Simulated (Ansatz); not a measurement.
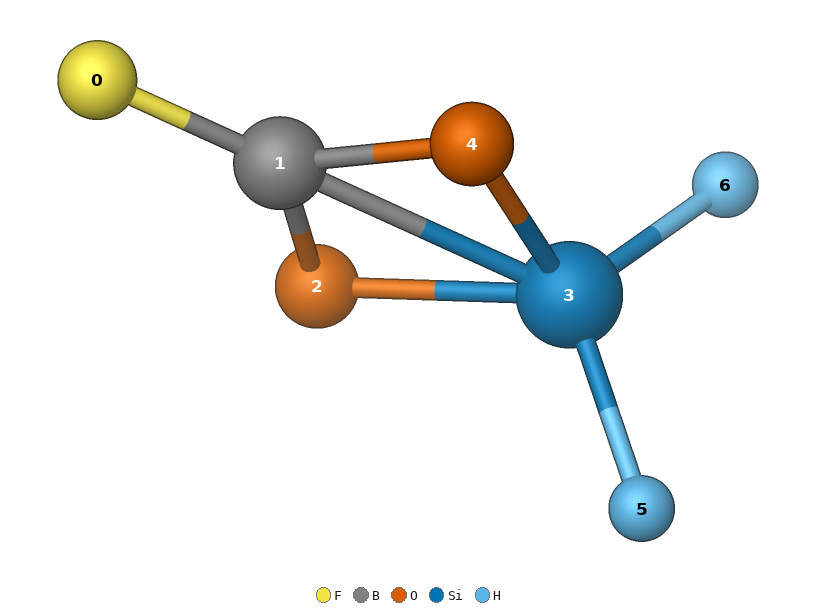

Starting geometry of the run. Atoms are numbered from 0, in the order of the input.

Input file:

```yaml
crystal:
  periodic: [false, false, false]
  atoms:
    - {symbol: F, position_ang: [0.056624, -1.593023, -1.912622]}
    - {symbol: B, position_ang: [0.031308, -0.756941, -0.906088]}
    - {symbol: O, position_ang: [0.072577, -1.093563, 0.441146]}
    - {symbol: Si, position_ang: [-0.008720, 0.567833, 0.688791]}
    - {symbol: O, position_ang: [-0.041452, 0.627780, -0.991541]}
    - {symbol: H, position_ang: [-1.252003, 1.026647, 1.338997]}
    - {symbol: H, position_ang: [1.202965, 1.153168, 1.295616]}
basis:
  gaussian: {orbitals: def2-TZVP, final_grid: {core_spheres: 8, valence_spheres: 7, degree: 23}}
total_charge: -1
magnetization: {spin_polarized: true, initial_magnetization: 1}
hamiltonian: {xc: {name: HF}}
correlation: {method: ccsd_t}
```

It was started with:

```sh
ansatz run in.yaml --threads 2 --pin off --events-out ev --progress --plain --max-ram 4352MiB
```

What the program printed:

```
Functional definition: HF
  name "HF"
  cite "Fock, Z. Phys. 61, 126 (1930) doi:10.1007/BF01340294"
  parent pbe
  exchange = exact_x
  correlation = 0
1137 factors; integrals over basis functions are off by at most 1.1e-3 eV
mean field evaluation 1: about -15350.7253 eV, gradient 2.5e1 eV
mean field evaluation 2: about -15350.7386 eV, gradient 2.5e1 eV
mean field evaluation 4: about -15353.5741 eV, gradient 2.7e0 eV
mean field evaluation 8: about -15353.6234 eV, gradient 2.0e-3 eV
mean field evaluation 16: about -15353.5571 eV, gradient 2.7e0 eV
mean field evaluation 32: about -15352.9490 eV, gradient 1.4e0 eV
mean field evaluation 64: about -15352.7939 eV, gradient 2.2e-3 eV
mean field evaluation 96: about -15351.1687 eV, gradient 4.2e0 eV
mean field evaluation 128: about -15351.4982 eV, gradient 1.3e-3 eV
mean field evaluation 160: about -15352.6869 eV, gradient 2.9e0 eV
mean field evaluation 192: about -15352.0225 eV, gradient 1.1e0 eV
mean field evaluation 224: about -15350.0721 eV, gradient 1.2e1 eV
mean field evaluation 256: about -15350.0934 eV, gradient 1.2e-3 eV
mean field -15353.62340290 eV, -564.2352529970 hartree, gradient 5.4e-6 eV, S^2 0.759392; 6 other end points of the search recorded, 0 dependent functions left out
determinant -15353.62340290 eV, -564.2352529970 hartree, with singles and doubles -15379.31144871 eV, -565.1792712683 hartree
determinant -15352.79394742 eV, -564.2047710702 hartree, with singles and doubles -15378.58311238 eV, -565.1525054018 hartree
determinant -15351.49816959 eV, -564.1571521133 hartree, with singles and doubles -15377.12632753 eV, -565.0989695463 hartree
9 core orbitals not correlated: weight in the atoms' cores, before any rotation towards them, 1.000 or more for the frozen orbitals, at most 0.000 for the correlated occupied ones
reference -15353.62340290 eV, -564.2352529970 hartree; 15, 14 occupied and 149, 150 virtual orbitals, 1137 factors
second order -25.24662038 eV of doubles, -0.00000000 eV of singles
cycle   1  -25.58774573 eV  change    -2.3e0 eV  update   2.7e-2
cycle   2  -25.64469391 eV  change   -5.7e-2 eV  update   6.0e-3
cycle   3  -25.64250253 eV  change    2.2e-3 eV  update   3.1e-3
cycle   4  -25.64277283 eV  change   -2.7e-4 eV  update   1.1e-3
cycle   5  -25.64293513 eV  change   -1.6e-4 eV  update   4.1e-4
cycle   6  -25.64308169 eV  change   -1.5e-4 eV  update   1.3e-4
cycle   7  -25.64310175 eV  change   -2.0e-5 eV  update   4.7e-5
cycle   8  -25.64310979 eV  change   -8.0e-6 eV  update   1.8e-5
perturbative correction -0.94816703 eV, -0.0348444956 hartree
Total energy: -15380.21467972 eV, -565.2124643958 hartree
```

The calculation finished and met its thresholds.
